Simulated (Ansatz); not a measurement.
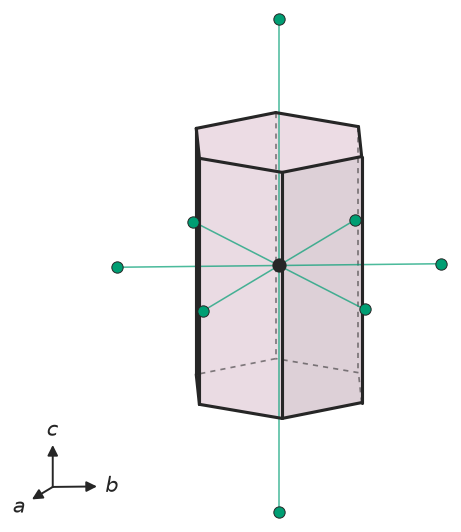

Crystal: Gd, the end point of a relaxation with DFT LDA, scalar-relativistic, plane waves, PAW (Ansatz). The Wigner–Seitz cell of the crystal's lattice, with lines to the lattice points that define its faces. Symmetry computed with spglib at a tolerance of 0.002 Å; standard conventional cell.

a = 3.485 Å, b = 3.485 Å, c = 5.574 Å, α = 90.00°, β = 90.00°, γ = 120.00°; lattice centring P.

Question: Which of Fedorov's five parallelohedra is it?

Answer: A hexagonal prism: 8 faces (6 with 4 edges, 2 with 6 edges), 18 edges, 12 vertices. Its volume is that of the primitive cell, 58.6 Å³.

Question: Which lattice vectors do the faces bisect?

Answer:
| example | length (Å) | faces | edges of each | area (Å²) |
| --- | --- | --- | --- | --- |
| a + b | 3.48 | 6 | 4 | 11.2 |
| c | 5.57 | 2 | 6 | 10.5 |
